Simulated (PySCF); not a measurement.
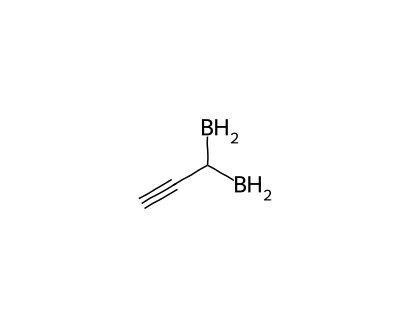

Give its SMILES.

BC(B)C#C

Give the formula, hydrogens included.

C3H6B2.

An optimisation with GFN2-xTB gave a structure of which point group?

Cs.

More results for the same structure follow; atom numbers are the same in all pictures, views and colours differ. The computed structure is the end point of a GFN2-xTB optimisation. No frequency run is at hand to confirm it as a minimum.

Shape

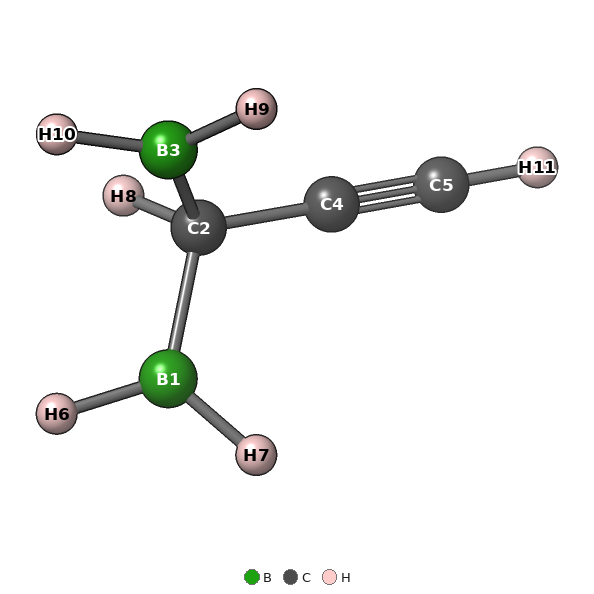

The atoms are numbered. No frequency run is at hand to confirm it as a minimum.

Describe the coordination of atom 2.

C2 has 4 neighbours (B1 at 1.57, B3 at 1.57, C4 at 1.45, H8 at 1.10 Å); the arrangement is tetrahedral.

Describe the coordination of atom 4.

C4 has 2 neighbours (C2 at 1.45, C5 at 1.20 Å); the arrangement is linear.

Describe the coordination of atom 1.

B1 has 3 neighbours (C2 at 1.57, H6 at 1.17, H7 at 1.17 Å); the arrangement is trigonal planar.

Describe the coordination of atom 5.

C5 has 2 neighbours (C4 at 1.20, H11 at 1.05 Å); the arrangement is linear.

NMR shielding

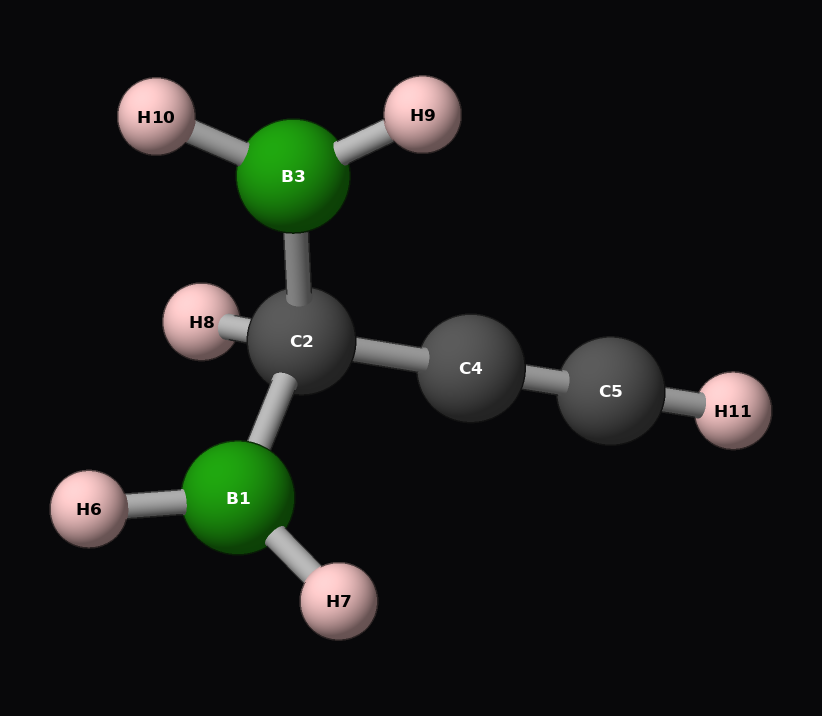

No frequency run is at hand to confirm it as a minimum. Method: GIAO PBE0/pcSseg-1 NMR shielding, non-relativistic, gas phase (PySCF 2.14.0). Principal shieldings σ11 ≤ σ22 ≤ σ33, span Ω = σ33 − σ11, skew κ = 3(σiso − σ22)/Ω.

Which C atom has the most anisotropic shielding?

C4, with a span of 302 ppm.

Give the shielding tensors of the C atoms.

```json
{"atom": "C2", "σ11": "38.3", "σ22": "136.1", "σ33": "187.1", "σiso": "120.5", "Ω": "148.8", "κ": "−0.31"}
{"atom": "C4", "σ11": "−6.6", "σ22": "−6.4", "σ33": "295.4", "σiso": "94.2", "Ω": "302.0", "κ": "1.00"}
{"atom": "C5", "σ11": "43.5", "σ22": "51.2", "σ33": "233.7", "σiso": "109.5", "Ω": "190.2", "κ": "0.92"}
```

Shieldings and span in ppm.

Dipole moment

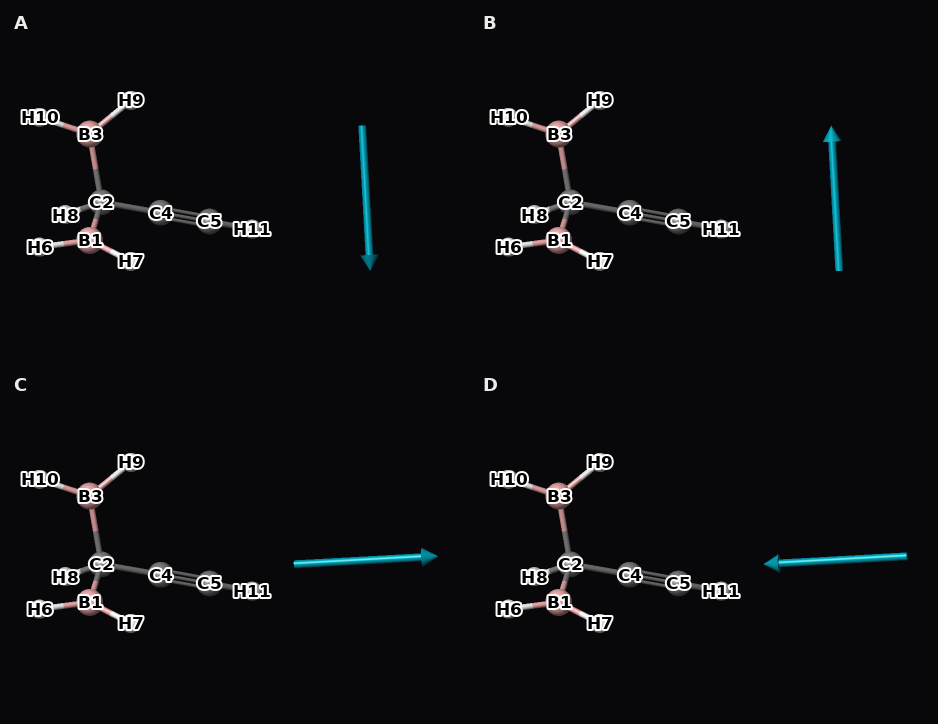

The same molecule four times, each with an arrow. No frequency run is at hand to confirm it as a minimum. Level of theory: PBE0/def2-SVPD, gas phase (PySCF 2.14.0).

Which arrow points along the dipole moment, from the negative to the positive end?

D. The dipole moment is 0.70 D; it points from the side of H11 to the side of H6, H10 (the outermost atoms at the two ends).

Charges

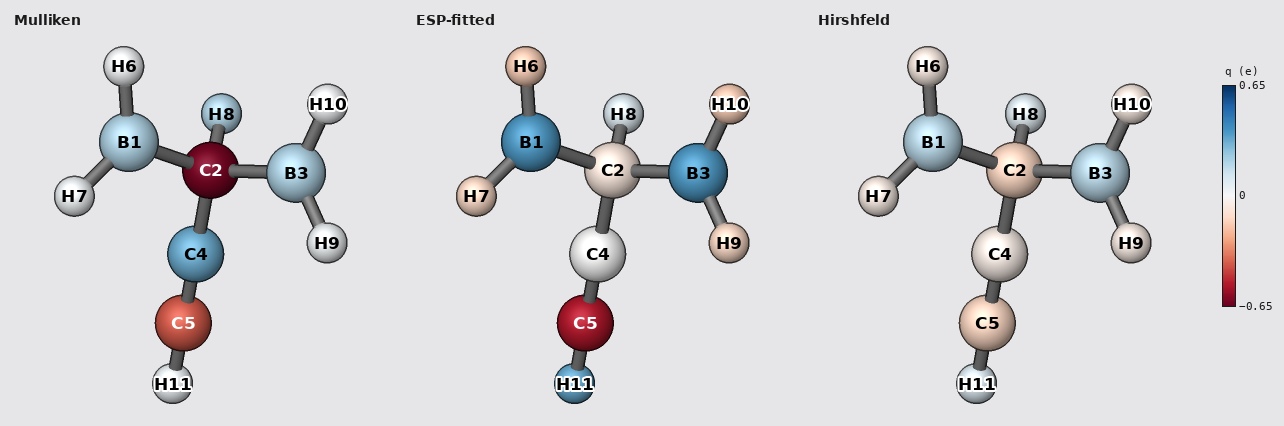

Atomic charges of one calculation by 3 schemes, on one colour scale. No frequency run is at hand to confirm it as a minimum. Method: PBE0/pcSseg-1 (PySCF 2.14.0).

On which atom do the schemes disagree most?

On C2 (from −0.62 to −0.07 e).

List the charges (e), one line for each set of equivalent atoms.

```tsv
atom	Mulliken	ESP-fitted	Hirshfeld
B1, B3	0.20	0.37	0.18
C2	−0.62	−0.07	−0.13
C4	0.32	0.00	−0.04
C5	−0.40	−0.52	−0.14
H6, H10	0.01	−0.15	−0.05
H7, H9	0.03	−0.12	−0.05
H8	0.19	0.08	0.07
H11	0.03	0.33	0.09
```

Mulliken values depend strongly on the basis set and can even reverse the polarity of a bond. The geometry is semi-empirical. Around B such bond lengths and angles can be off by a tenth of an ångström or more and by several degrees, and values that hang on the shape move with them.
